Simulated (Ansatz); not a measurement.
# CH₂F₂Si (SMILES C=[Si](F)F): functionals against CCSD(T) at one geometry

A test off equilibrium: a structure displaced at random from a GFN2-xTB minimum is computed at several levels, and each is set against CCSD(T).

Method: single points in def2-TZVPP; program: Ansatz 0.2.0, Gaussian basis.

Correlated methods freeze the cores.

## Step 1: The starting structure

SMILES `C=[Si](F)F`, 6 atoms, charge 0, spin multiplicity 1.

Atoms are counted from 1 here; the program's logs count them from 0.

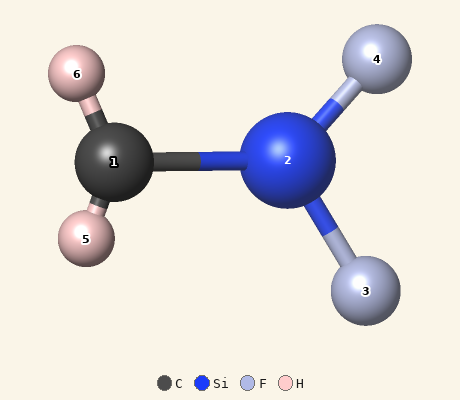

As it starts; carbon dark grey, silicon blue, fluorine light blue, hydrogen pink; atoms are numbered from 1 in the order of the file.

Geometry (Å):

```xyz
6
charge 0, multiplicity 1
C    -0.2945    1.1526   -0.1393
Si    0.1596   -0.7864   -0.0012
F     1.2214   -1.2909    1.0982
F    -0.1665   -1.9958   -0.8001
H    -0.0784    1.5123    0.6095
H    -1.0009    1.3025   -0.8527
```

## Step 2: CCSD(T)/def2-TZVPP

File run/in.yaml:

```yaml
crystal:
  periodic: [false, false, false]
  atoms:
    - {symbol: C, position_ang: [-0.294500, 1.152600, -0.139300]}
    - {symbol: Si, position_ang: [0.159600, -0.786400, -0.001200]}
    - {symbol: F, position_ang: [1.221400, -1.290900, 1.098200]}
    - {symbol: F, position_ang: [-0.166500, -1.995800, -0.800100]}
    - {symbol: H, position_ang: [-0.078400, 1.512300, 0.609500]}
    - {symbol: H, position_ang: [-1.000900, 1.302500, -0.852700]}
basis:
  gaussian: {orbitals: def2-TZVPP}
correlation: {method: ccsd_t}
output: {forces: true}
```

The command line of these runs was not kept.

## Step 3: PBE0-D4/def2-TZVPP

run/in.yaml: that of step 2 with these lines changed.

```diff
@@ -11,3 +11,3 @@
   gaussian: {orbitals: def2-TZVPP}
-correlation: {method: ccsd_t}
-output: {forces: true}
+hamiltonian: {xc: pbe0, dispersion: d4}
+output: {forces: true, orbitals: {seedname: orbitals}}
```

## Step 4: wB97M-V/def2-TZVPP

run/in.yaml: that of step 3 with these lines changed.

```diff
@@ -11,3 +11,3 @@
   gaussian: {orbitals: def2-TZVPP}
-hamiltonian: {xc: pbe0, dispersion: d4}
-output: {forces: true, orbitals: {seedname: orbitals}}
+hamiltonian: {xc: {name: wB97M-V}}
+output: {forces: true}
```

## Step 5: r2SCAN-D4/def2-TZVPP

run/in.yaml: that of step 4 with these lines changed.

```diff
@@ -11,3 +11,3 @@
   gaussian: {orbitals: def2-TZVPP}
-hamiltonian: {xc: {name: wB97M-V}}
+hamiltonian: {xc: r2scan, dispersion: d4}
 output: {forces: true}
```

## Step 6: PBE-D4/def2-TZVPP

run/in.yaml: that of step 5 with these lines changed.

```diff
@@ -11,3 +11,3 @@
   gaussian: {orbitals: def2-TZVPP}
-hamiltonian: {xc: r2scan, dispersion: d4}
+hamiltonian: {xc: pbe, dispersion: d4}
 output: {forces: true}
```

## Step 7: LC-wPBE/def2-TZVPP

run/in.yaml: that of step 6 with these lines changed.

```diff
@@ -11,3 +11,3 @@
   gaussian: {orbitals: def2-TZVPP}
-hamiltonian: {xc: pbe, dispersion: d4}
+hamiltonian: {xc: {name: LC-wPBE}}
 output: {forces: true}
```

## Step 8: wB97X-V/def2-TZVPP

run/in.yaml: that of step 7 with these lines changed.

```diff
@@ -11,3 +11,3 @@
   gaussian: {orbitals: def2-TZVPP}
-hamiltonian: {xc: {name: LC-wPBE}}
+hamiltonian: {xc: {name: wB97X-V}}
 output: {forces: true}
```

(Steps that only read results are left out.)

Before running it: what results should come out? Wanted: energy less free atoms, CCSD(T)/def2-TZVPP; RMS force component; RMS force error; HOMO and LUMO, PBE0-D4; T1 diagnostic.

The runs gave:

| quantity | value |
| --- | --- |
| energy less free atoms, CCSD(T)/def2-TZVPP | -490.1 kcal/mol |
| RMS force component | 5.946 to 6.105 eV/Å over the methods |
| RMS force error | PBE0-D4 0.090, wB97M-V 0.136, r2SCAN-D4 0.067, PBE-D4 0.279, LC-wPBE 0.271, wB97X-V 0.179 eV/Å |
| HOMO and LUMO, PBE0-D4 | -6.15 and -1.44 eV |
| T1 diagnostic | 0.017 |

What this shows: Against CCSD(T) the functionals' energies less atoms differ by -25.9 to -6.4 kcal/mol, PBE-D4 by -25.9 kcal/mol. A larger basis would deepen the CCSD(T) value, while the functionals are nearly converged already, so the order here is not reliable. For forces r2SCAN-D4 does best and PBE-D4 worst. Frozen-core CCSD(T) forces in triple zeta carry basis errors of their own, and this is one geometry, so small gaps rank nothing. The restricted Hartree–Fock reference is unstable towards an unrestricted one at one or more of these structures.
